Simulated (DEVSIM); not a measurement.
Device: Schottky contact on n-type β-Ga2O3, at 300 K.

```csv
layer (left to right),material,thickness (μm),Nd (cm⁻³),τn (s),τp (s)
1,β-Ga2O3,1.30,6.2e16,1.4e-9,1.4e-9
```

Left contact: Schottky, work function 4.79 eV, emission velocity 5.3e6 cm/s. Right contact: ohmic. Voltage is applied to the left contact. Recombination: SRH at mid-gap, Auger. Mobility is μmin + (μ − μmin)/(1 + (N/Nref)^α).

This is a model device: material constants are rounded textbook-type values typed into the input, and sizes, dopings and lifetimes were drawn at random. Values at 300 K.

```tsv
parameter	β-Ga2O3
gap (eV)	4.8
affinity (eV)	4
permittivity	10
Nc (cm⁻³)	3.7e18
Nv (cm⁻³)	5e20
μn (cm²/Vs)	160
μp (cm²/Vs)	1
μn,min	20
μp,min	0.1
Nref,n	1e18
Nref,p	1e18
αn	0.8
αp	0.8
Cn (cm⁶/s)	1e-31
Cp (cm⁶/s)	1e-31
```

Model (solved in DEVSIM): 1D drift-diffusion, Boltzmann statistics, complete ionisation; no tunnelling, impact ionisation, image-force lowering or self-heating. Metal contacts follow the ideal Schottky-Mott rule: no Fermi-level pinning, no interface dipoles.

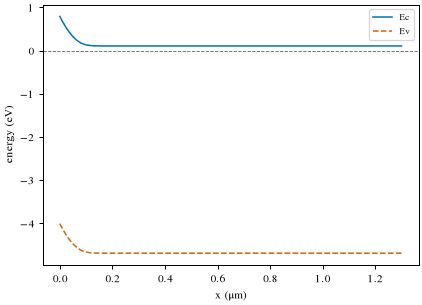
Band edges at zero bias

Energies count from the Fermi level of the right contact; mesh points crowd at the junctions.

| x (μm) | Ec (eV) | Ev (eV) | n (cm⁻³) | p (cm⁻³) | field (V/cm) |
|---|---|---|---|---|---|
| 0.000 | 0.790 | -4.010 | 200000 | < 1e2 | -120000 |
| 0.007900 | 0.697 | -4.103 | 7100000 | < 1e2 | -110000 |
| 0.02003 | 0.569 | -4.231 | 1.0e9 | < 1e2 | -99000 |
| 0.03427 | 0.439 | -4.361 | 1.5e11 | < 1e2 | -83000 |
| 0.06277 | 0.248 | -4.552 | 2.5e14 | < 1e2 | -51000 |
| 0.09054 | 0.148 | -4.652 | 1.2e16 | < 1e2 | -22000 |
| 0.1271 | 0.111 | -4.689 | 5.1e16 | < 1e2 | -3100 |
| 0.2003 | 0.106 | -4.694 | 6.2e16 | < 1e2 | -29 |
| 0.2715 | 0.106 | -4.694 | 6.2e16 | < 1e2 | ≈ 0 |
| 0.3810 | 0.106 | -4.694 | 6.2e16 | < 1e2 | ≈ 0 |
| 0.5095 | 0.106 | -4.694 | 6.2e16 | < 1e2 | ≈ 0 |
| 0.7481 | 0.106 | -4.694 | 6.2e16 | < 1e2 | ≈ 0 |
| 0.8868 | 0.106 | -4.694 | 6.2e16 | < 1e2 | ≈ 0 |
| 0.9921 | 0.106 | -4.694 | 6.2e16 | < 1e2 | ≈ 0 |
| 1.100 | 0.106 | -4.694 | 6.2e16 | < 1e2 | ≈ 0 |
| 1.154 | 0.106 | -4.694 | 6.2e16 | < 1e2 | ≈ 0 |
| 1.200 | 0.106 | -4.694 | 6.2e16 | < 1e2 | ≈ 0 |
| 1.230 | 0.106 | -4.694 | 6.2e16 | < 1e2 | ≈ 0 |
| 1.261 | 0.106 | -4.694 | 6.2e16 | < 1e2 | ≈ 0 |
| 1.276 | 0.106 | -4.694 | 6.2e16 | < 1e2 | ≈ 0 |
| 1.288 | 0.106 | -4.694 | 6.2e16 | < 1e2 | ≈ 0 |
| 1.300 | 0.106 | -4.694 | 6.2e16 | < 1e2 | ≈ 0 |
